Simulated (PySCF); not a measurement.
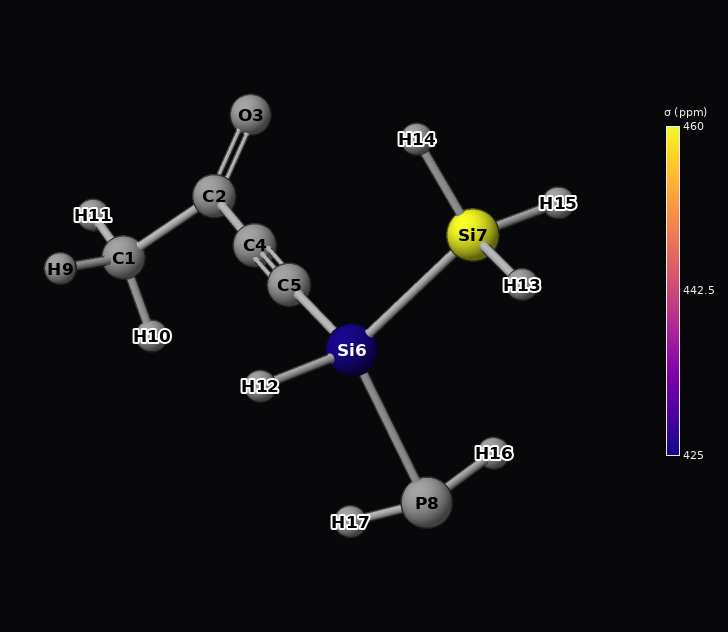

Atoms are coloured by their isotropic NMR shieldings (Si only, the others grey). The geometry was computed by an optimisation with GFN2-xTB. No frequency run is at hand to confirm it as a minimum. Method: GIAO PBE0/pcSseg-1 NMR shielding, non-relativistic, gas phase (PySCF 2.14.0).

List the isotropic NMR shieldings of the Si atoms.

| atom | σ (ppm) |
| --- | --- |
| Si6 | 425.6 |
| Si7 | 459.6 |

The geometry is semi-empirical. Around P, Si such bond lengths and angles can be off by a tenth of an ångström or more and by several degrees, and values that hang on the shape move with them.
